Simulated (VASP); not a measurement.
Band structure of Se (space group R-3). Computed with modified Becke-Johnson potential (mBJ), VASP's PBE PAW potentials (set 64) (plane waves; VASP).

mBJ is a potential without an energy functional, so only the levels count.

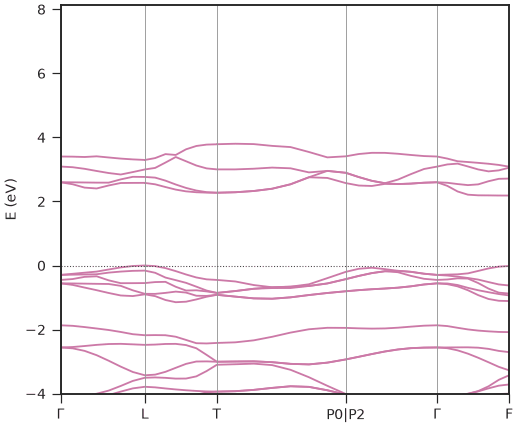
Bands along high-symmetry lines, zero at the valence-band maximum or, without a gap, the Fermi level

Question: Read the plot: is there a gap, and where are the band edges?

Answer: The gap is indirect, 2.12 eV, from the valence maximum at L to the conduction minimum at (-0.25, 0.25, 0.25).

The structure comes from a computed database's Se entry (R-3); how it stands against other phases isn't given here. It was relaxed first, which changed the volume by +8 %. The cell's shape comes from a PBE relaxation.
